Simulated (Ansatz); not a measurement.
# Hf2Pt, from a guessed structure to a relaxed one

This structure for Hf2Pt is made up. Its elements were placed in a known structure type with a cell scaled to their sizes. What cell does the guess relax to, and how far off was it?

Program: Ansatz 0.2.0. Level of theory: DFT, PBEsol, plane-wave PAW, files of the set soft_1, scalar-relativistic, no spin, cell and ions relaxed at zero pressure; PAW set soft_1, in the first sound run; inputs show where later runs differ. Results are calculated unless marked as measured.

## (1) The starting structure

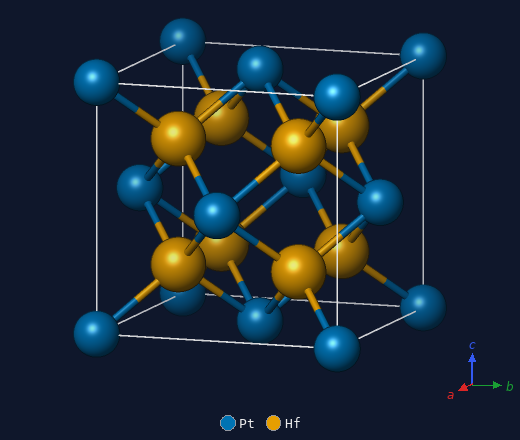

Start, viewed slightly off an axis; platinum blue, hafnium orange. This picture shows the conventional cell, with its axes. Some periodic images of atoms are drawn too.

As a file:

```cif
data_structure
_symmetry_space_group_name_H-M 'Fm-3m'
_symmetry_Int_Tables_number 225
_cell_length_a 6.1930
_cell_length_b 6.1930
_cell_length_c 6.1930
_cell_angle_alpha 90.000
_cell_angle_beta 90.000
_cell_angle_gamma 90.000
_cell_volume 237.52
loop_
_atom_site_label
_atom_site_type_symbol
_atom_site_symmetry_multiplicity
_atom_site_Wyckoff_symbol
_atom_site_fract_x
_atom_site_fract_y
_atom_site_fract_z
_atom_site_occupancy
Pt1 Pt 4 a 0.00000 0.00000 0.00000 1
Hf1 Hf 8 c 0.25000 0.25000 0.75000 1
```

## (2) Relaxing cell and atoms

The guess takes its coordinates from another compound and its volume from a rule, so the cell and any free coordinates are relaxed together.

input.yaml reads:

```yaml
crystal:
  lattice:
    - [0.0, 3.0965, 3.0965]
    - [3.0965, 0.0, 3.0965]
    - [3.0965, 3.0965, 0.0]
  atoms:
    - { symbol: Pt, position: [0.0, 0.0, 0.0] }
    - { symbol: Hf, position: [0.75, 0.75, 0.75] }
    - { symbol: Hf, position: [0.25, 0.25, 0.25] }
kpoints:
  mp_grid: { grid: [8, 8, 8] }
scf:
  occupations: { method: fermi_dirac, width: 0.05 }
hamiltonian:
  xc: pbesol
  pseudopotentials: { kind: paw, azcp: { folder: soft_1 }, xc_functional: pbe }
relax:
  f_tol: 0.015
  max_steps: 70
  cell: {}
output:
  forces: true
  stress: true
```

Command:

```bash
$ ansatz run input.yaml --threads 4 --pin off --max-ram 8192MiB --backend cpu --events-out ev --progress --plain --runs-dir out
```

Numbers of over 12 decimals in the logs are rounded to 6 here.

Output:

```text
Engine: ansatz 0.2.0, aarch64-unknown-linux-gnu
Pseudopotentials: kind: paw
Pseudopotential: Pt, paw, valence charge 18, recommended cutoff 420 eV (normal), soft_1/Pt.paw.azcp
Pseudopotential: Hf, paw, valence charge 26, recommended cutoff 420 eV (normal), soft_1/Hf.paw.azcp
Functional definition: PBEsol
  exchange = pbesol_x
  correlation = pbesol_c
Crystal: 3 atoms, lattice volume = 59.380 Å³
Basis set: ecut = 420 eV, 1211 PW (Γ), exchange–correlation on 60×60×60 points (8 copies of the dense FFT grid, shifted against one another)
Bands: 42, of which v1, the nominal top of the filled ones, is band 35 counted from 1 (34 counted from 0)
Symmetry: 48 space group operations
Space group: Fm-3m (ITA 225), of the structure as read, at distance tolerance 3.9e-5 Å
k-points: 29 of 512
Non-local potential: Pt, projectors of the file, l = 0: 3, l = 1: 2, l = 2: 2, l = 3: 1
Non-local potential: Hf, projectors of the file, l = 0: 3, l = 1: 2, l = 2: 2, l = 3: 3
PAW form: soft (Blöchl's): semilocal exchange-correlation on the pseudo side does not see the compensation charge
PAW frozen core: Pt, regenerated for the run's functional, and the local potential with it (the file was generated under x = pbe(κ = 0.804, μ = 0.219515), c = pbe(β = 0.066725))
PAW frozen core: Hf, regenerated for the run's functional, and the local potential with it (the file was generated under x = pbe(κ = 0.804, μ = 0.219515), c = pbe(β = 0.066725))
PAW one-centre angular grid: Pt, 590 points (default); XC on 64 Gauss nodes
PAW one-centre angular grid: Hf, 590 points (default); XC on 64 Gauss nodes
Initial density: superposition of atomic densities (chi_scale 0.1, normalization cell, long waves kept (reshape's long-wave potential 0.00 eV rms))
Initial wavefunctions: pseudopotential atomic-orbital guess
Functional: x = pbesol(κ = 0.804, μ = 0.123457), c = pbesol(β = 0.046)
SCF iter   1: F=—  HF=-43596.419691 eV  |F-HF|=—  |Δ(HF+E_count)|=         —  Δρ=2.78e-1  dr2=8.34e1  ethr=3.10e-3  ⟨swp⟩=5.1  Hψ=3778  notcnv=0  defer=1
preconditioner: auto → Kerker (q_TF=auto, 2.804 Å⁻¹)  [metal: Δε(μ)=0.108 eV  Ē_g=17.125 eV  σ=0.050 eV  W_gap=0.40  n_scr=14 (ndim 8)  ℏωp=36.7 eV  f_vac=0.007  D(μ)=2.13/eV (n_scr^D=14)]
SCF iter   2: F=—  HF=-43587.667020 eV  |F-HF|=—  |Δ(HF+E_count)|=    8.75e0  Δρ=1.46e-1  dr2=2.35e1  ethr=3.10e-3  ⟨swp⟩=3.0  Hψ=2702  notcnv=0  defer=29
SCF iter   3: F=—  HF=-43584.421245 eV  |F-HF|=—  |Δ(HF+E_count)|=    3.25e0  Δρ=2.55e-2  dr2=5.22e-1  ethr=3.10e-3  ⟨swp⟩=3.4  Hψ=2749  notcnv=0  defer=23
SCF iter   4: F=—  HF=-43584.250474 eV  |F-HF|=—  |Δ(HF+E_count)|=   1.71e-1  Δρ=1.61e-2  dr2=1.39e-1  ethr=7.46e-4  ⟨swp⟩=2.8  Hψ=2475  notcnv=0  defer=16
SCF iter   5: F=—  HF=-43584.201445 eV  |F-HF|=—  |Δ(HF+E_count)|=   4.90e-2  Δρ=4.48e-3  dr2=5.25e-3  ethr=1.99e-4  ⟨swp⟩=2.3  Hψ=2359  notcnv=0  defer=16
SCF iter   6: F=—  HF=-43584.201704 eV  |F-HF|=—  |Δ(HF+E_count)|=   2.59e-4  Δρ=1.64e-3  dr2=1.85e-3  ethr=7.49e-6  ⟨swp⟩=2.1  Hψ=2285  notcnv=0  defer=16
SCF iter   7: F=—  HF=-43584.201021 eV  |F-HF|=—  |Δ(HF+E_count)|=   6.83e-4  Δρ=3.06e-4  dr2=6.42e-5  ethr=2.65e-6  ⟨swp⟩=2.0  Hψ=1897  notcnv=0  defer=16
SCF iter   8: F=—  HF=-43584.201017 eV  |F-HF|=—  |Δ(HF+E_count)|=   4.48e-6  Δρ=1.52e-4  dr2=1.78e-5  ethr=9.17e-8  ⟨swp⟩=2.1  Hψ=1750  notcnv=0  defer=16
SCF iter   9: F=—  HF=-43584.201011 eV  |F-HF|=—  |Δ(HF+E_count)|=   5.43e-6  Δρ=1.44e-5  dr2=7.36e-8  ethr=1.43e-10  ⟨swp⟩=4.5  Hψ=6463  notcnv=0
SCF iter  10: F=-43584.201011 eV  HF=-43584.201011 eV  |F-HF|=7.06e-10  |Δ(HF+E_count)|=   4.63e-8  Δρ=4.77e-6  dr2=1.14e-8  ethr=1.05e-10  ⟨swp⟩=4.7  Hψ=4669  notcnv=0
SCF 1 converged in 10 iterations: F = -43584.201011 eV  dr2 = 1.14e-8
  greatest PAW one-centre occupation: 1.000 electrons in one spin orbital (limit 2), on the Pt atom at site 0 (counted from 0), in its partial waves of l = 0
relax step   1: F+E_penalty+E_count = -43584.20101132 eV  Δ(F+E_penalty+E_count) = +0.000e0 eV  max|allowed force component| = 1.291e-17 eV/Å  Δτ_max = 0.0000 Å  P = +16.302 GPa  Ω = 59.380 Å³  (10 SCF iters, dr2 threshold 1.00e-7 eV, accepted)
Crystal: 3 atoms, lattice volume = 68.495 Å³
Basis set: ecut = 420 eV, 1363 PW (Γ), exchange–correlation on 60×60×60 points (8 copies of the dense FFT grid, shifted against one another)
Initial density: handed on by an earlier stage of this run
Initial wavefunctions: those handed on with the density
iter 1 solved again at ethr=2.41e-3 eV; its pass at ethr=3.10e-3 eV (dr2=1.69e0 eV) is discarded
SCF iter   1: F=—  HF=-43584.700586 eV  |F-HF|=—  |Δ(HF+E_count)|=         —  Δρ=3.40e-2  dr2=1.70e0  ethr=2.41e-3  ⟨swp⟩=1.2  Hψ=6555  notcnv=0
preconditioner: auto → LDOS  [metal: Δε(μ)=0.014 eV  Ē_g=15.572 eV  σ=0.050 eV  W_gap=0.07  n_scr=26 (ndim 8)  ℏωp=34.2 eV  f_vac=0.051  D(μ)=3.69/eV (n_scr^D=26)  β→1.0]
SCF iter   2: F=—  HF=-43584.402611 eV  |F-HF|=—  |Δ(HF+E_count)|=   2.98e-1  Δρ=1.27e-2  dr2=8.59e-2  ethr=2.41e-3  ⟨swp⟩=2.3  Hψ=1793  notcnv=0
SCF iter   3: F=—  HF=-43584.396749 eV  |F-HF|=—  |Δ(HF+E_count)|=   5.86e-3  Δρ=4.20e-3  dr2=1.85e-2  ethr=1.23e-4  ⟨swp⟩=2.2  Hψ=2352  notcnv=0  defer=12
SCF iter   4: F=—  HF=-43584.393963 eV  |F-HF|=—  |Δ(HF+E_count)|=   2.79e-3  Δρ=9.57e-4  dr2=1.12e-3  ethr=2.65e-5  ⟨swp⟩=2.5  Hψ=2094  notcnv=0  defer=12
SCF iter   5: F=—  HF=-43584.393832 eV  |F-HF|=—  |Δ(HF+E_count)|=   1.31e-4  Δρ=3.45e-4  dr2=8.00e-5  ethr=1.60e-6  ⟨swp⟩=2.0  Hψ=2134  notcnv=0  defer=12
SCF iter   6: F=—  HF=-43584.393748 eV  |F-HF|=—  |Δ(HF+E_count)|=   8.40e-5  Δρ=9.71e-5  dr2=6.32e-6  ethr=1.14e-7  ⟨swp⟩=2.0  Hψ=2246  notcnv=0  defer=12
SCF iter   7: F=—  HF=-43584.393750 eV  |F-HF|=—  |Δ(HF+E_count)|=   1.47e-6  Δρ=4.31e-5  dr2=1.81e-6  ethr=9.03e-9  ⟨swp⟩=2.0  Hψ=1974  notcnv=0  defer=12
SCF iter   8: F=-43584.393750 eV  HF=-43584.393750 eV  |F-HF|=9.60e-10  |Δ(HF+E_count)|=   1.27e-7  Δρ=1.18e-5  dr2=1.38e-7  ethr=4.29e-10  ⟨swp⟩=4.2  Hψ=5811  notcnv=0
SCF 2 converged in 8 iterations: F = -43584.393750 eV  dr2 = 1.38e-7
relax step   2: F+E_penalty+E_count = -43584.39374950 eV  Δ(F+E_penalty+E_count) = -1.927e-1 eV  max|allowed force component| = 2.814e-17 eV/Å  Δτ_max = 0.0000 Å  P = -6.620 GPa  Ω = 68.495 Å³  energy of the carried Pulay correction = -4.039e-3 eV  (8 SCF iters, dr2 threshold 3.00e-7 eV, accepted)
Crystal: 3 atoms, lattice volume = 65.588 Å³
Basis set: ecut = 420 eV, 1243 PW (Γ), exchange–correlation on 60×60×60 points (8 copies of the dense FFT grid, shifted against one another)
iter 1 solved again at ethr=2.14e-4 eV; its pass at ethr=3.10e-3 eV (dr2=1.50e-1 eV) is discarded
SCF iter   1: F=—  HF=-43584.492481 eV  |F-HF|=—  |Δ(HF+E_count)|=         —  Δρ=1.05e-2  dr2=1.50e-1  ethr=2.14e-4  ⟨swp⟩=2.0  Hψ=5957  notcnv=0
preconditioner: auto → LDOS  [metal: Δε(μ)=0.039 eV  Ē_g=15.729 eV  σ=0.050 eV  W_gap=0.19  n_scr=14 (ndim 8)  ℏωp=34.9 eV  f_vac=0.036  D(μ)=3.00/eV (n_scr^D=26)  β→1.0]
SCF iter   2: F=—  HF=-43584.467411 eV  |F-HF|=—  |Δ(HF+E_count)|=   2.51e-2  Δρ=3.53e-3  dr2=5.46e-3  ethr=2.14e-4  ⟨swp⟩=2.2  Hψ=1791  notcnv=0
SCF iter   3: F=—  HF=-43584.466742 eV  |F-HF|=—  |Δ(HF+E_count)|=   6.69e-4  Δρ=1.22e-3  dr2=1.03e-3  ethr=7.80e-6  ⟨swp⟩=2.1  Hψ=2319  notcnv=0
SCF iter   4: F=—  HF=-43584.466353 eV  |F-HF|=—  |Δ(HF+E_count)|=   3.89e-4  Δρ=5.45e-4  dr2=2.50e-4  ethr=1.47e-6  ⟨swp⟩=2.0  Hψ=2187  notcnv=0
SCF iter   5: F=—  HF=-43584.466232 eV  |F-HF|=—  |Δ(HF+E_count)|=   1.21e-4  Δρ=1.01e-4  dr2=1.04e-5  ethr=3.57e-7  ⟨swp⟩=2.0  Hψ=2186  notcnv=0
SCF iter   6: F=—  HF=-43584.466231 eV  |F-HF|=—  |Δ(HF+E_count)|=   1.05e-6  Δρ=4.10e-5  dr2=1.82e-6  ethr=1.49e-8  ⟨swp⟩=2.0  Hψ=2033  notcnv=0
SCF iter   7: F=-43584.466231 eV  HF=-43584.466231 eV  |F-HF|=8.61e-9  |Δ(HF+E_count)|=   8.59e-8  Δρ=9.29e-6  dr2=7.17e-8  ethr=4.29e-10  ⟨swp⟩=4.3  Hψ=5557  notcnv=0
SCF 3 converged in 7 iterations: F = -43584.466231 eV  dr2 = 7.17e-8
relax step   3: F+E_penalty+E_count = -43584.46623112 eV  Δ(F+E_penalty+E_count) = -7.248e-2 eV  max|allowed force component| = 4.626e-17 eV/Å  Δτ_max = 0.0000 Å  P = -1.025 GPa  Ω = 65.588 Å³  energy of the carried Pulay correction = -2.815e-3 eV  (7 SCF iters, dr2 threshold 3.00e-7 eV, accepted)
Crystal: 3 atoms, lattice volume = 65.082 Å³
iter 1 solved again at ethr=6.31e-6 eV; its pass at ethr=3.10e-3 eV (dr2=4.42e-3 eV) is discarded
SCF iter   1: F=—  HF=-43584.468744 eV  |F-HF|=—  |Δ(HF+E_count)|=         —  Δρ=1.84e-3  dr2=4.59e-3  ethr=6.31e-6  ⟨swp⟩=2.0  Hψ=5050  notcnv=0
preconditioner: auto → LDOS  [metal: Δε(μ)=0.036 eV  Ē_g=15.711 eV  σ=0.050 eV  W_gap=0.17  n_scr=14 (ndim 8)  ℏωp=35.1 eV  f_vac=0.036  D(μ)=3.28/eV (n_scr^D=26)  β→1.0]
SCF iter   2: F=—  HF=-43584.467957 eV  |F-HF|=—  |Δ(HF+E_count)|=   7.87e-4  Δρ=5.28e-4  dr2=9.19e-5  ethr=6.31e-6  ⟨swp⟩=2.0  Hψ=1476  notcnv=0
SCF iter   3: F=—  HF=-43584.467954 eV  |F-HF|=—  |Δ(HF+E_count)|=   2.66e-6  Δρ=1.98e-4  dr2=3.66e-5  ethr=1.31e-7  ⟨swp⟩=2.0  Hψ=2229  notcnv=0
SCF iter   4: F=—  HF=-43584.467947 eV  |F-HF|=—  |Δ(HF+E_count)|=   7.04e-6  Δρ=7.30e-5  dr2=5.22e-6  ethr=5.22e-8  ⟨swp⟩=2.0  Hψ=1926  notcnv=0
SCF iter   5: F=—  HF=-43584.467946 eV  |F-HF|=—  |Δ(HF+E_count)|=   1.26e-6  Δρ=2.22e-5  dr2=5.24e-7  ethr=7.46e-9  ⟨swp⟩=2.0  Hψ=2182  notcnv=0
SCF iter   6: F=-43584.467946 eV  HF=-43584.467946 eV  |F-HF|=2.93e-8  |Δ(HF+E_count)|=   1.69e-7  Δρ=8.48e-6  dr2=8.28e-8  ethr=4.29e-10  ⟨swp⟩=5.0  Hψ=5053  notcnv=0
SCF 4 converged in 6 iterations: F = -43584.467946 eV  dr2 = 8.28e-8
relax step   4: F+E_penalty+E_count = -43584.46794597 eV  Δ(F+E_penalty+E_count) = -1.715e-3 eV  max|allowed force component| = 2.756e-17 eV/Å  Δτ_max = 0.0000 Å  P = +0.086 GPa  Ω = 65.082 Å³  energy of the carried Pulay correction = -2.596e-3 eV  (6 SCF iters, dr2 threshold 3.00e-7 eV, accepted)
Crystal: 3 atoms, lattice volume = 65.120 Å³
iter 1 solved again at ethr=3.21e-8 eV; its pass at ethr=3.10e-3 eV (dr2=2.25e-5 eV) is discarded
SCF iter   1: F=—  HF=-43584.467957 eV  |F-HF|=—  |Δ(HF+E_count)|=         —  Δρ=1.34e-4  dr2=2.39e-5  ethr=3.21e-8  ⟨swp⟩=2.1  Hψ=4870  notcnv=0
preconditioner: auto → LDOS  [metal: Δε(μ)=0.033 eV  Ē_g=15.705 eV  σ=0.050 eV  W_gap=0.16  n_scr=14 (ndim 8)  ℏωp=35.0 eV  f_vac=0.036  D(μ)=3.38/eV (n_scr^D=26)  β→1.0]
SCF iter   2: F=—  HF=-43584.467944 eV  |F-HF|=—  |Δ(HF+E_count)|=   1.38e-5  Δρ=3.87e-5  dr2=4.70e-7  ethr=3.21e-8  ⟨swp⟩=2.0  Hψ=1476  notcnv=0
SCF iter   3: F=—  HF=-43584.467940 eV  |F-HF|=—  |Δ(HF+E_count)|=   3.52e-6  Δρ=1.42e-5  dr2=1.75e-7  ethr=2.61e-11  ⟨swp⟩=5.9  Hψ=5873  notcnv=0
SCF iter   4: F=—  HF=-43584.467940 eV  |F-HF|=—  |Δ(HF+E_count)|=   2.90e-8  Δρ=4.24e-6  dr2=1.97e-8  ethr=2.50e-10  ⟨swp⟩=2.0  Hψ=1834  notcnv=0
SCF iter   5: F=-43584.467940 eV  HF=-43584.467940 eV  |F-HF|=3.44e-9  |Δ(HF+E_count)|=   2.14e-9  Δρ=1.49e-6  dr2=1.94e-9  ethr=2.61e-11  ⟨swp⟩=4.1  Hψ=4390  notcnv=0
SCF 5 converged in 5 iterations: F = -43584.467940 eV  dr2 = 1.94e-9
relax step   5: F+E_penalty+E_count = -43584.46793998 eV  Δ(F+E_penalty+E_count) = +5.995e-6 eV  max|allowed force component| = 2.853e-17 eV/Å  Δτ_max = 0.0000 Å  P = +0.002 GPa  Ω = 65.120 Å³  energy of the carried Pulay correction = -2.612e-3 eV  (5 SCF iters, dr2 threshold 1.83e-8 eV, accepted)
Basis set: ecut = 420 eV, 1243 PW (Γ), exchange–correlation on 64×64×64 points (8 copies of the dense FFT grid, shifted against one another)
Initial wavefunctions: pseudopotential atomic-orbital guess (no wavefunctions were taken with the density)
iter 1 solved again at ethr=5.68e-8 eV; its pass at ethr=3.10e-3 eV (dr2=3.98e-5 eV) is discarded
SCF iter   1: F=—  HF=-43584.469884 eV  |F-HF|=—  |Δ(HF+E_count)|=         —  Δρ=8.65e-4  dr2=1.41e-5  ethr=5.68e-8  ⟨swp⟩=4.3  Hψ=8238  notcnv=0
preconditioner: auto → LDOS  [metal: Δε(μ)=0.034 eV  Ē_g=15.705 eV  σ=0.050 eV  W_gap=0.16  n_scr=14 (ndim 8)  ℏωp=35.0 eV  f_vac=0.035  D(μ)=3.37/eV (n_scr^D=26)  β→1.0]
SCF iter   2: F=—  HF=-43584.470390 eV  |F-HF|=—  |Δ(HF+E_count)|=   5.05e-4  Δρ=1.52e-4  dr2=9.31e-6  ethr=2.01e-8  ⟨swp⟩=3.0  Hψ=2472  notcnv=0
SCF iter   3: F=—  HF=-43584.470384 eV  |F-HF|=—  |Δ(HF+E_count)|=   5.16e-6  Δρ=5.83e-5  dr2=1.84e-6  ethr=1.33e-8  ⟨swp⟩=3.0  Hψ=2419  notcnv=0
SCF iter   4: F=—  HF=-43584.470377 eV  |F-HF|=—  |Δ(HF+E_count)|=   7.14e-6  Δρ=9.18e-6  dr2=7.40e-8  ethr=2.64e-9  ⟨swp⟩=2.0  Hψ=2206  notcnv=0
SCF iter   5: F=—  HF=-43584.470377 eV  |F-HF|=—  |Δ(HF+E_count)|=   3.83e-8  Δρ=2.86e-6  dr2=1.01e-8  ethr=1.06e-10  ⟨swp⟩=2.1  Hψ=2219  notcnv=0
SCF iter   6: F=—  HF=-43584.470377 eV  |F-HF|=—  |Δ(HF+E_count)|=  9.02e-10  Δρ=1.20e-6  dr2=1.22e-9  ethr=1.44e-11  ⟨swp⟩=2.1  Hψ=1753  notcnv=0
SCF iter   7: F=-43584.470377 eV  HF=-43584.470377 eV  |F-HF|=7.28e-12  |Δ(HF+E_count)|=  6.55e-11  Δρ=2.10e-7  dr2=2.17e-11  ethr=1.00e-12  ⟨swp⟩=7.0  Hψ=7781  notcnv=0
SCF 6 converged in 7 iterations: F = -43584.470377 eV  dr2 = 2.17e-11
relax step   6: F+E_penalty+E_count = -43584.47037728 eV  Δ(F+E_penalty+E_count) = -2.437e-3 eV  max|allowed force component| = 2.255e-17 eV/Å  Δτ_max = 0.0000 Å  P = -0.007 GPa  Ω = 65.120 Å³  stress off target by 7.19e-3 GPa  SCF on the basis re-selected at this cell (its energy is not comparable with the rows above)  (7 SCF iters)
basis re-selected at this cell: Δ(F+E_penalty+E_count) = -2.437e-3 eV, ΔP = -0.009 GPa vs the last step (what re-selecting the basis moved, of the pressure what is left beyond the Pulay correction that the steps carried, after the strain that the cell walked since its last selection, with what the two solves' SCF thresholds leave and, on support functions, any second-order correction that the steps lacked; it is no measure of the basis error at this ecutwfc). The dense FFT grid was sized anew with the basis: this SCF ran on 32×32×32 points, the steps before it on 30×30×30, so part of this shift can come from that change (see relax.cell in the input reference). [rest of the remark cut]
SCF converged after 7 iterations
Free energy (F): -43584.470377 eV
Harris-Foulkes:  -43584.470377 eV  (|F-HF|=7.28e-12)
Internal energy: -43584.443063 eV  (E = F + TS)
E sigma→0 (E₀):  -43584.456720 eV
Entropy (-TS):   -0.027314 eV (-9.105 meV/atom)
Fermi energy:    17.829865 eV
--- Per-component energies (eV) ---
  E_band       = -306.493821
  E_kinetic    = 1412.655895
  E_local      = -15292.409174  (includes V_loc(G=0)·N_el)
  E_nonlocal   = 336.049408
  E_hartree    = 7231.016127
  E_xc         = -760.597467
  E_vxc        = -780.570647  (∫ρ·V_xc dr)
  E_paw        = -24497.625798  (= ΣΔE_a)
  E_vpaw       = -444.252573  (= ΣTr[D̂ρ^β])
  E_aug_tail   = 0.001404  (compensation charges beyond the density's cutoff)
  E_ewald      = -12016.322601
  E_core_change = 2.789144  (= ΣΔE_core)
  E_smearing   = -0.027314  (= −TS)
  E_closure    = 0.000000  (closes the sum)
  Σ components = -43584.470377   (vs F -43584.470377, Δ=0.00e0)
--- Forces (eV/Å), atoms counted from 1 ---
  atom   1  Pt     0.00000000     0.00000000    -0.00000000
  atom   2  Hf     0.00000000    -0.00000000     0.00000000
  atom   3  Hf    -0.00000000     0.00000000    -0.00000000
  max |Σ_I F_I| component: 2.31e-17 eV/Å
--- Stress (GPa, compression-positive) ---
       -0.007185      -0.000000      -0.000000
       -0.000000      -0.007185      -0.000000
       -0.000000      -0.000000      -0.007185
  P = ⅓ Tr σ = -0.0072 GPa (-0.072 kbar)
--- Relaxed structure (5 steps of the walk, 5 accepted, 1 SCFs on fresh bases) ---
  F+E_penalty+E_count = -43584.47037728 eV   max|allowed force component| = 2.255e-17 eV/Å   (the final SCF, on the basis selected at the relaxed cell)
  cell:  # Å, volume = 65.1197 Å³
    - [0, 3.193209, 3.193209]
    - [3.193209, 0, 3.193209]
    - [3.193209, 3.193209, 0]
  atoms:
    - { symbol: Pt, position: [0, 0, 0] }
    - { symbol: Hf, position: [0.750000, 0.750000, 0.750000] }
    - { symbol: Hf, position: [0.250000, 0.250000, 0.250000] }
```

Run time: 7.4 s. Hardware: 4 threads of Arm Neoverse V1, shared host; peak memory 0.41 GiB; 26 s of CPU time.

Relaxation path:

| step | energy less that of the first step (eV) | largest force component (eV/Å) | pressure (GPa) | volume (Å³) |
| --- | --- | --- | --- | --- |
| 1 | 0.0000 | 0.0000 | 16.30 | 59.38 |
| 2 | -0.1927 | 0.0000 | -6.62 | 68.50 |
| 3 | -0.2652 | 0.0000 | -1.03 | 65.59 |
| 4 | -0.2669 | 0.0000 | 0.09 | 65.08 |
| 5 | -0.2669 | 0.0000 | 0.00 | 65.12 |
| 6* | -0.2694 | 0.0000 | -0.01 | 65.12 |

Relaxation steps marked * repeat the geometry before them on a plane-wave basis chosen anew for their cell, so energy and pressure can jump there.

The run keeps the 48 symmetry operations that it works with, so distortions that break them were not tested.

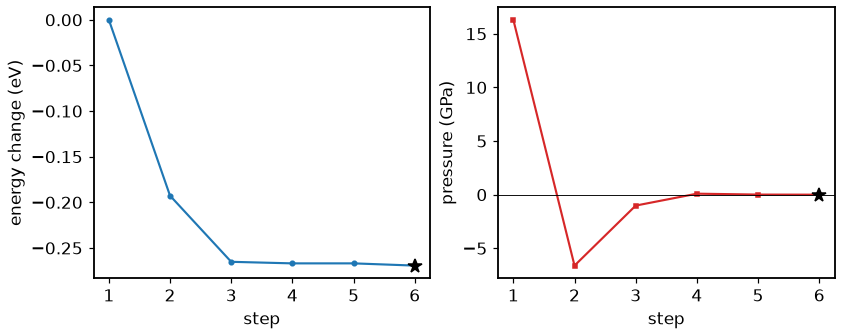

Energy and pressure along the relaxation. Stars mark steps on a basis chosen anew.

| conventional cell, symmetrised | before | after | change |
| --- | --- | --- | --- |
| a (Å) | 6.193 | 6.386 | +3.1 % |
| b (Å) | 6.193 | 6.386 | +3.1 % |
| c (Å) | 6.193 | 6.386 | +3.1 % |
| volume (Å³/atom) | 19.79 | 21.71 | +9.7 % |

The relaxed structure:

```cif
data_structure
_symmetry_space_group_name_H-M 'P 1'
_symmetry_Int_Tables_number 1
_cell_length_a 4.5159
_cell_length_b 4.5159
_cell_length_c 4.5159
_cell_angle_alpha 60.000
_cell_angle_beta 60.000
_cell_angle_gamma 60.000
_cell_volume 65.12
loop_
_atom_site_label
_atom_site_type_symbol
_atom_site_fract_x
_atom_site_fract_y
_atom_site_fract_z
_atom_site_occupancy
Pt1 Pt 0.00000 0.00000 0.00000 1
Hf2 Hf 0.75000 0.75000 0.75000 1
Hf3 Hf 0.25000 0.25000 0.25000 1
```

This step gave:

| Property | Result |
| --- | --- |
| free energy | -43584.4704 eV |
| energy at zero smearing | -43584.4567 eV |
| smearing term TS | 0.02731 eV |
| Fermi energy | 17.83 eV |
| electrons | 70 |
| symmetry operations | 48 |
| pressure | -0.007185 GPa |

Shortest distances by pair of elements, guess and relaxed (not always the same contact):

| pair | guess (Å) | relaxed (Å) |
| --- | --- | --- |
| Hf–Pt | 2.682 | 2.765 |
| Hf–Hf | 3.096 | 3.193 |
| Pt–Pt | 4.379 | 4.516 |

The relaxation ends with a pressure of -0.01 GPa.

(Part 1 of 2 ends here.)

[Logs are printed without paths, hosts, clocks, repeated set-up lines and the standing remarks that a program may print on its own settings, such as how far it seeks lower states.]

[Hosts, paths, dates, database ids (printed as entryN), source tags and the programs' standing remarks are cut or masked in the printed files.]
